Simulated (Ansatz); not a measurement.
# Resistivity from frozen vibrations: W(100) with 4 thermally displaced layers, 2x2

How much do lattice vibrations at 180 K scatter the electrons of W? Layers with random displacements are laid between perfect leads, and the resistance is followed against their length.

Main program and level: Ansatz 0.2.0; Ansatz plane-wave DFT, PBE, PAW files; ballistic transport by layer matching (Landauer), zero bias; PAW set soft_1.

### 1. The structure

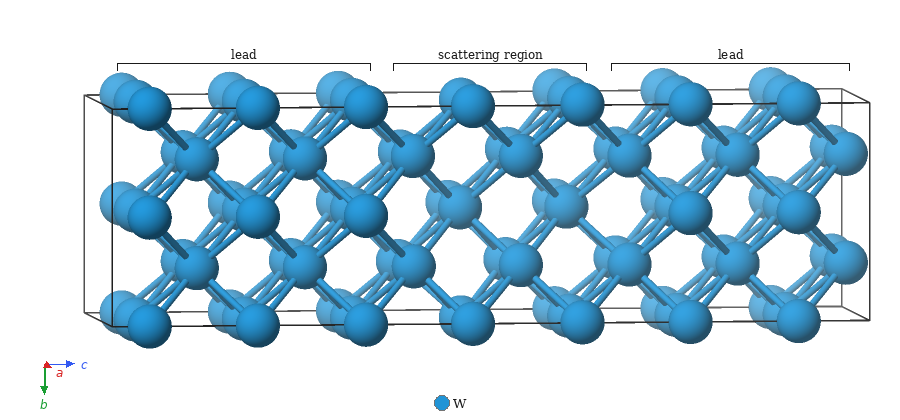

The cell as given, from the side, with the c axis across the page (tungsten blue). Some periodic images of atoms are drawn too.

The cell holds 56 atoms: 56 W. Its edges and angles: a = 6.330 Å, b = 6.330 Å, c = 22.154 Å, α = 90.0°, β = 90.0°, γ = 90.0°. It derives from W. Regions: lead, 40 atoms (40 W); scattering region, 16 atoms (16 W). The structure is stacked along c, and the current runs across the ab planes.

### 2. With 4 displaced layers

Each atom of 4 layers is moved at random, by amounts drawn from a normal law 0.0317 Å wide in each direction from the Debye model (400 K) at 180 K. The layers about the cell's end stay perfect and serve as the lead. Disorder leaves little or no symmetry, which makes such runs dear. Energies from -0.05 to 0.05 eV in steps of 0.05 eV are too few for the program's thermal sum, so it prints no conductance; for a metal the transmission near the Fermi level serves, at a fraction of the cost.

Contents of input.yaml:

```yaml
crystal:
  lattice:
    - [6.3296, 0.0, 0.0]
    - [0.0, 6.3296, 0.0]
    - [0.0, 0.0, 22.1536]
  atoms:
    - { symbol: W, position: [0.0, 0.0, 0.0357142857] }
    - { symbol: W, position: [0.0, 0.5, 0.0357142857] }
    - { symbol: W, position: [0.5, 0.0, 0.0357142857] }
    - { symbol: W, position: [0.5, 0.5, 0.0357142857] }
    - { symbol: W, position: [0.25, 0.25, 0.1071428571] }
    - { symbol: W, position: [0.25, 0.75, 0.1071428571] }
    - { symbol: W, position: [0.75, 0.25, 0.1071428571] }
    - { symbol: W, position: [0.75, 0.75, 0.1071428571] }
    - { symbol: W, position: [0.0, 0.0, 0.1785714286] }
    - { symbol: W, position: [0.0, 0.5, 0.1785714286] }
    - { symbol: W, position: [0.5, 0.0, 0.1785714286] }
    - { symbol: W, position: [0.5, 0.5, 0.1785714286] }
    - { symbol: W, position: [0.25, 0.25, 0.25] }
    - { symbol: W, position: [0.25, 0.75, 0.25] }
    - { symbol: W, position: [0.75, 0.25, 0.25] }
    - { symbol: W, position: [0.75, 0.75, 0.25] }
    - { symbol: W, position: [0.0, 0.0, 0.3214285714] }
    - { symbol: W, position: [0.0, 0.5, 0.3214285714] }
    - { symbol: W, position: [0.5, 0.0, 0.3214285714] }
    - { symbol: W, position: [0.5, 0.5, 0.3214285714] }
    - { symbol: W, position: [0.2499657719, 0.2552451443, 0.3939194771] }
    - { symbol: W, position: [0.2536297671, 0.7581162064, 0.3911301665] }
    - { symbol: W, position: [0.746856576, 0.2433784701, 0.3927027861] }
    - { symbol: W, position: [0.7550075927, 0.7498899579, 0.3935674969] }
    - { symbol: W, position: [0.9904198044, 0.0007373491, 0.4629865073] }
    - { symbol: W, position: [0.0089014322, 0.5044464763, 0.4656456687] }
    - { symbol: W, position: [0.4997099273, 0.0030727636, 0.4652281497] }
    - { symbol: W, position: [0.4982732369, 0.4975062803, 0.4641213009] }
    - { symbol: W, position: [0.2469643899, 0.2470201061, 0.5353083471] }
    - { symbol: W, position: [0.2463478654, 0.7538422077, 0.5334278731] }
    - { symbol: W, position: [0.7541291688, 0.2468635402, 0.5349322203] }
    - { symbol: W, position: [0.7432271341, 0.7492768001, 0.5353595077] }
    - { symbol: W, position: [0.0009599196, 0.997323767, 0.607277164] }
    - { symbol: W, position: [0.0091235554, 0.5020506392, 0.6063210394] }
    - { symbol: W, position: [0.5047786928, 0.999354218, 0.6079935894] }
    - { symbol: W, position: [0.5030721878, 0.498039278, 0.6043776974] }
    - { symbol: W, position: [0.25, 0.25, 0.6785714286] }
    - { symbol: W, position: [0.25, 0.75, 0.6785714286] }
    - { symbol: W, position: [0.75, 0.25, 0.6785714286] }
    - { symbol: W, position: [0.75, 0.75, 0.6785714286] }
    - { symbol: W, position: [0.0, 0.0, 0.75] }
    - { symbol: W, position: [0.0, 0.5, 0.75] }
    - { symbol: W, position: [0.5, 0.0, 0.75] }
    - { symbol: W, position: [0.5, 0.5, 0.75] }
    - { symbol: W, position: [0.25, 0.25, 0.8214285714] }
    - { symbol: W, position: [0.25, 0.75, 0.8214285714] }
    - { symbol: W, position: [0.75, 0.25, 0.8214285714] }
    - { symbol: W, position: [0.75, 0.75, 0.8214285714] }
    - { symbol: W, position: [0.0, 0.0, 0.8928571429] }
    - { symbol: W, position: [0.0, 0.5, 0.8928571429] }
    - { symbol: W, position: [0.5, 0.0, 0.8928571429] }
    - { symbol: W, position: [0.5, 0.5, 0.8928571429] }
    - { symbol: W, position: [0.25, 0.25, 0.9642857143] }
    - { symbol: W, position: [0.25, 0.75, 0.9642857143] }
    - { symbol: W, position: [0.75, 0.25, 0.9642857143] }
    - { symbol: W, position: [0.75, 0.75, 0.9642857143] }
kpoints:
  mp_grid: { grid: [4, 4, 1] }
hamiltonian:
  xc: pbe
  pseudopotentials: { kind: paw, azcp: { folder: soft_1 } }
scf:
  occupations: { method: fermi_dirac, width: 0.1 }
output:
  transmission: { leads: [[0, 4]], kmesh: [8, 8], e_range: [-0.05, 0.05], de: 0.05 }
  write_potential: true
  write_density: true
  volumetric_format: npy
  elf: true
```

Command:

```
ansatz run input.yaml --threads 4 --pin off --max-ram 15360MiB --backend cpu --events-out ev --progress --plain --runs-dir out
```

Numbers of over 12 decimals in the logs are rounded to 6 here.

Log:

```text
Engine: ansatz 0.2.0, aarch64-unknown-linux-gnu
Pseudopotentials: kind: paw
Pseudopotential: W, paw, valence charge 14, recommended cutoff 420 eV (normal), soft_1/W.paw.azcp
Functional definition: PBE
  parameter kappa = 0.804
  parameter beta = 0.066725
  exchange = pbe_x(kappa = kappa, mu = beta*pi^2/3)
  correlation = pbe_c(beta = beta)
Crystal: 56 atoms, lattice volume = 887.558 Å³
Basis set: ecut = 420 eV, 17351 PW (Γ)
Bands: 471, of which v1, the nominal top of the filled ones, is band 392 counted from 1 (391 counted from 0)
Symmetry: 1 space group operations
Space group: P1 (ITA 1), of the structure as read, at distance tolerance 9.6e-5 Å
k-points: 10 of 16 (time reversal used)
Non-local potential: W, projectors of the file, l = 0: 3, l = 1: 2, l = 2: 2, l = 3: 1
PAW form: soft (Blöchl's): semilocal exchange-correlation on the pseudo side does not see the compensation charge
PAW one-centre angular grid: W, 590 points (default); XC on 64 Gauss nodes
Initial density: superposition of atomic densities (chi_scale 0.1, normalization cell)
Initial wavefunctions: pseudopotential atomic-orbital guess
Functional: x = pbe(κ = 0.804, μ = 0.219515), c = pbe(β = 0.066725)
SCF iter   1: F=—  HF=-581622.069030 eV  |F-HF|=—  |Δ(HF+E_count)|=         —  Δρ=6.31e-2  dr2=3.04e1  ethr=3.10e-3  ⟨swp⟩=5.2  Hψ=16926  notcnv=0
preconditioner: auto → Kerker (q_TF=auto, 2.672 Å⁻¹)  [metal: Δε(μ)=0.008 eV  Ē_g=5.404 eV  σ=0.100 eV  W_gap=0.02  n_scr=294 (ndim 8)  ℏωp=22.8 eV  f_vac=0.000  D(μ)=25.74/eV (n_scr^D=188)]
SCF iter   2: F=—  HF=-581614.902871 eV  |F-HF|=—  |Δ(HF+E_count)|=    7.17e0  Δρ=3.77e-2  dr2=1.05e1  ethr=3.10e-3  ⟨swp⟩=2.0  Hψ=6038  notcnv=0  defer=9
SCF iter   3: F=—  HF=-581611.302378 eV  |F-HF|=—  |Δ(HF+E_count)|=    3.60e0  Δρ=2.96e-3  dr2=3.16e-2  ethr=1.34e-3  ⟨swp⟩=2.0  Hψ=8559  notcnv=0  defer=9
SCF iter   4: F=—  HF=-581611.319278 eV  |F-HF|=—  |Δ(HF+E_count)|=   1.69e-2  Δρ=3.06e-4  dr2=4.47e-4  ethr=4.03e-6  ⟨swp⟩=2.4  Hψ=8907  notcnv=0
SCF iter   5: F=—  HF=-581611.319471 eV  |F-HF|=—  |Δ(HF+E_count)|=   1.93e-4  Δρ=4.62e-5  dr2=3.80e-5  ethr=5.70e-8  ⟨swp⟩=2.9  Hψ=9247  notcnv=0
SCF iter   6: F=—  HF=-581611.318749 eV  |F-HF|=—  |Δ(HF+E_count)|=   7.22e-4  Δρ=6.51e-6  dr2=3.98e-6  ethr=4.85e-9  ⟨swp⟩=1.0  Hψ=4710  notcnv=0
SCF iter   7: F=—  HF=-581611.318749 eV  |F-HF|=—  |Δ(HF+E_count)|=   1.15e-7  Δρ=1.66e-6  dr2=1.18e-7  ethr=5.07e-10  ⟨swp⟩=1.0  Hψ=4710  notcnv=0
SCF iter   8: F=-581611.318749 eV  HF=-581611.318749 eV  |F-HF|=1.28e-9  |Δ(HF+E_count)|=   1.86e-9  Δρ=3.45e-7  dr2=1.94e-9  ethr=1.28e-11  ⟨swp⟩=7.0  Hψ=7998  notcnv=0
SCF 1 converged in 8 iterations: F = -581611.318749 eV  dr2 = 1.94e-9
  greatest PAW one-centre occupation: 0.999 electrons in one spin orbital (limit 2), on the W atom at site 24 (counted from 0), in its partial waves of l = 0
transmission: 99 of 952 steps passed
transmission: 192 of 952 steps passed
[...]
transmission: 952 of 952 steps passed
SCF converged after 8 iterations
Free energy (F): -581611.318749 eV
Harris-Foulkes:  -581611.318749 eV  (|F-HF|=1.28e-9)
Internal energy: -581610.339908 eV  (E = F + TS)
E sigma→0 (E₀):  -581610.829329 eV
Entropy (-TS):   -0.978841 eV (-17.479 meV/atom)
Fermi energy:    22.483054 eV
--- Per-component energies (eV) ---
  E_band       = -4714.280672
  E_kinetic    = 23622.030540
  E_local      = -30327.417327  (includes V_loc(G=0)·N_el)
  E_nonlocal   = -1426.813160
  E_hartree    = 12740.716962
  E_xc         = -14996.515987
  E_vxc        = -12961.943042  (∫ρ·V_xc dr)
  E_paw        = -480360.817394  (= ΣΔE_a)
  E_vpaw       = -9101.578651  (= ΣTr[D̂ρ^β])
  E_aug_tail   = 0.008259  (compensation charges beyond the density's cutoff)
  E_ewald      = -90861.531802
  E_smearing   = -0.978841  (= −TS)
  E_closure    = 0.000000  (closes the sum)
  Σ components = -581611.318749   (vs F -581611.318749, Δ=0.00e0)
--- Band table (eV; the first three rows and the last of 10) ---
  k-point 0: bands = [... 388 lower, 22.4013, 22.4045, 22.4113, 22.4162, 22.5505, 22.5703, 22.5866, 22.5875, ... 75 higher]
  k-point 1: bands = [... 388 lower, 22.1728, 22.1779, 22.3884, 22.3934, 22.4495, 22.4609, 22.5725, 22.5772, ... 75 higher]
  k-point 2: bands = [... 388 lower, 22.4335, 22.4447, 22.4471, 22.4834, 22.7130, 22.7500, 22.8563, 22.8732, ... 75 higher]
  k-point 9: bands = [... 388 lower, 21.7008, 21.7179, 21.7507, 21.7659, 22.5267, 22.5412, 22.5440, 22.5691, ... 75 higher]
--- Transmission ---
  basis      : 349 plane waves across, 28 finite elements along
  points     : 34, standing for a mesh of 8 x 8
  energies   : 3 from -0.050000 to 0.050000 eV about the Fermi level, 0.050000 eV apart; the leads are filled to 0.000000 eV, and channels, transmission and decay are at 0.000000 eV
  crystal 0  : W4, at the sites [0, 4], period 1.5824 Å, over 15.82 Å; its Hamiltonian steps by up to 1.5 meV
    offset         : up to 0.0000 Å between an atom of the period and one for which it stands
    channels       : 5.656250e0 a spin
    conductance    : none, the energies end too early or step too widely for 300 K: set another output.transmission.e_range or a lower de, or, where they end at an eighth of basis.ecutwfc, a higher one
    slowest decay  : 0.0291 /Å at (0.5000, 0.5000)
  junction   : crystal 0 to crystal 0, 0.70 to 21.27 Å
    transmission   : 5.399156e0 a spin
    conductance    : none, the energies end too early or step too widely for 300 K: set another output.transmission.e_range or a lower de, or, where they end at an eighth of basis.ecutwfc, a higher one
```

It took 17 min on 4 threads of Arm Neoverse V1, shared host; peak memory 7.8 GiB; 56 min of CPU time.

This step gave:

| Quantity | Value |
| --- | --- |
| free energy | -581611.3187 eV |
| energy at zero smearing | -581610.8293 eV |
| Fermi energy | 22.48 eV |
| cell area | 40.06 Å² |
| transmission per spin nearest the Fermi level | 5.399 |
| open channels per spin nearest the Fermi level | 5.656 |
| step of the lead's potential | 1.5 meV |

Per spin. The transmission, zone mean by energy, zero at the Fermi level:

| energy (eV) | transmission, zone mean |
| --- | --- |
| -0.0500 | 5.05 |
| 0.0000 | 5.40 |
| 0.0500 | 5.33 |

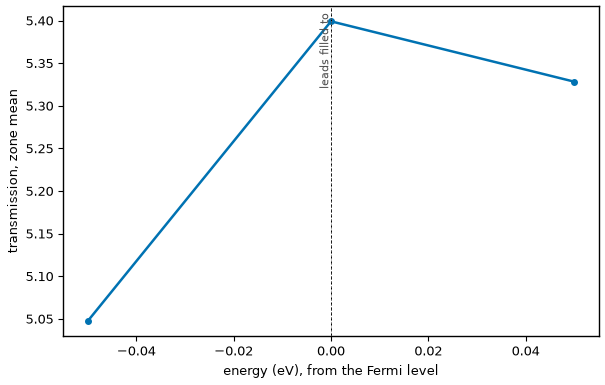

Transmission, zone mean against energy.

Per spin. Table of open channels, zone mean, lead by energy, zero at the Fermi level:

| energy (eV) | open channels, zone mean, lead |
| --- | --- |
| -0.0500 | 5.28 |
| 0.0000 | 5.66 |
| 0.0500 | 5.53 |

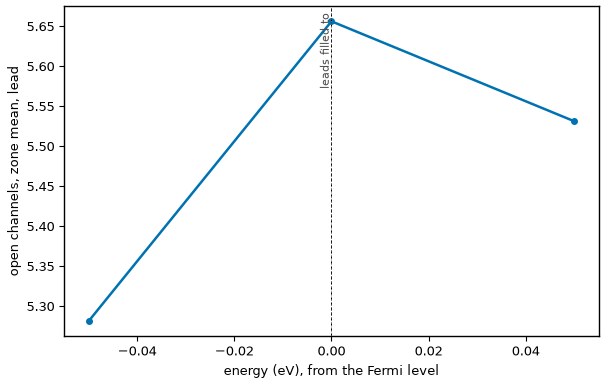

Open channels, zone mean, lead against energy.

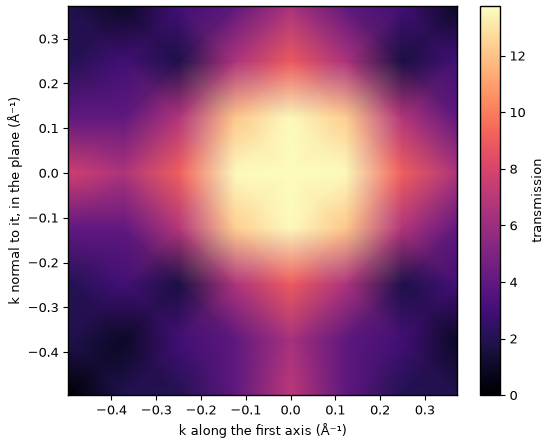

Transmission over k1 and k2. At 0.0000 eV from the Fermi level.

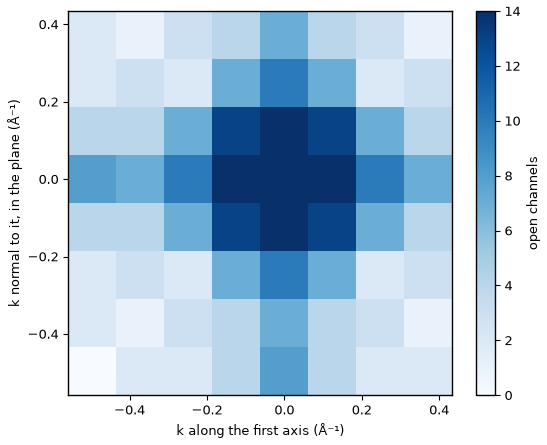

Open channels over k1 and k2. At 0.0000 eV from the Fermi level.

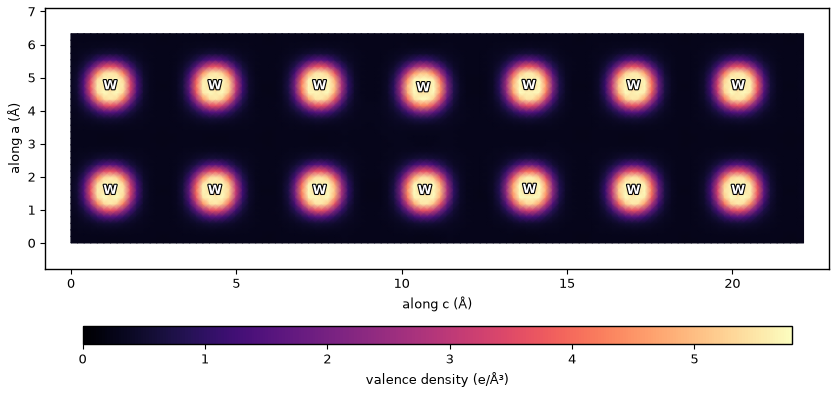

Valence density in the ca plane at fractional y = 0.000, with atoms of W within 0.2 Å of it. It is the smooth field of the valence electrons, not physical close to the nuclei. The map starts off the cell's origin, so that atoms lie inside it.

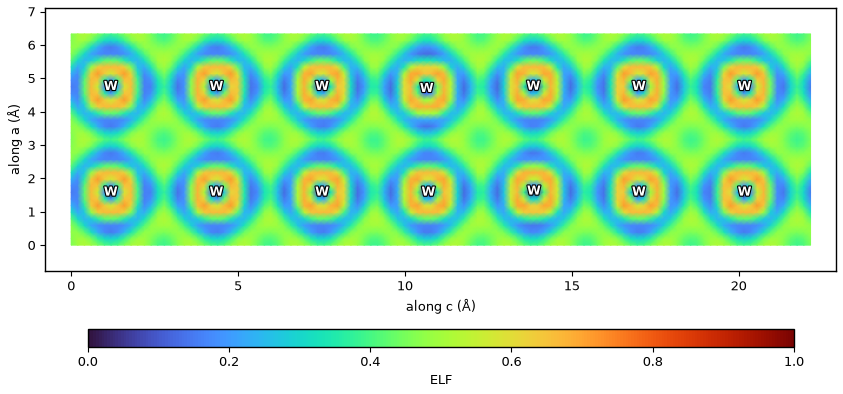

ELF in the ca plane at fractional y = 0.000, with atoms of W within 0.2 Å of it. It is the smooth field of the valence electrons, not physical close to the nuclei. The map starts off the cell's origin, so that atoms lie inside it.

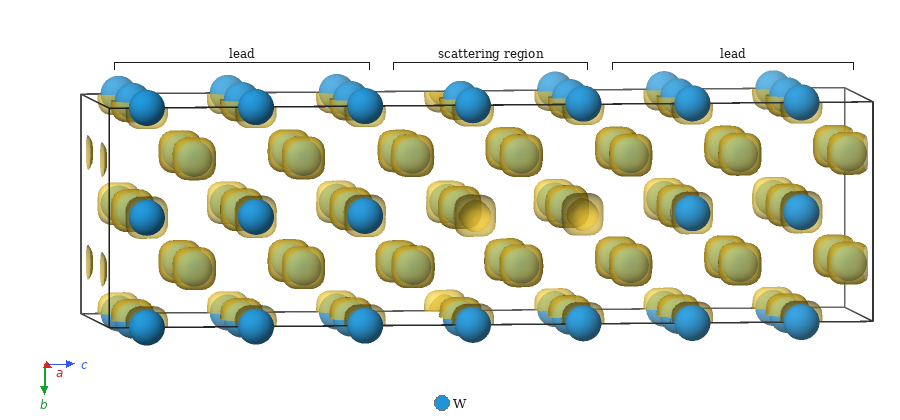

Surface of ELF = 0.65.

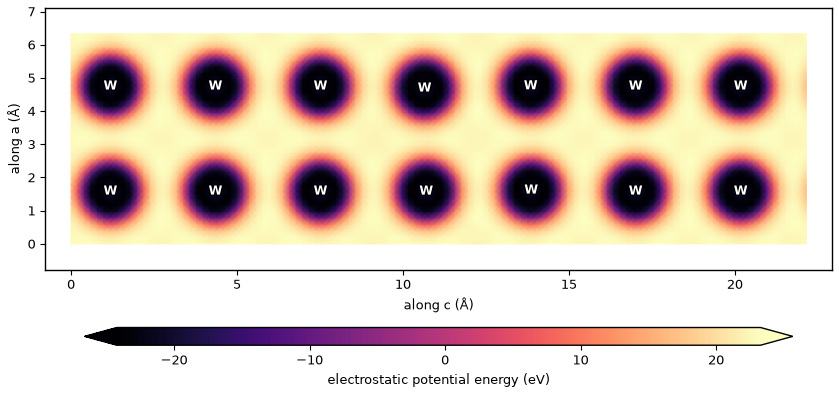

Electrostatic potential energy in the ca plane at fractional y = 0.000, with atoms of W within 0.2 Å of it. With pseudopotentials it is smooth inside the atoms' cores, unlike the true potential. The map starts off the cell's origin, so that atoms lie inside it.

Over the solved energies the transmission per spin lies between 5.05 and 5.40, out of 5.49 channels of the lead on average (up to 5.66).

(Continued in part 2 of 3.)

[Logs are printed without paths, hosts, clocks, repeated set-up lines and the standing remarks that a program may print on its own settings, such as how far it seeks lower states.]

[Hosts, paths, dates, database ids (printed as entryN), source tags and the programs' standing remarks are cut or masked in the printed files.]
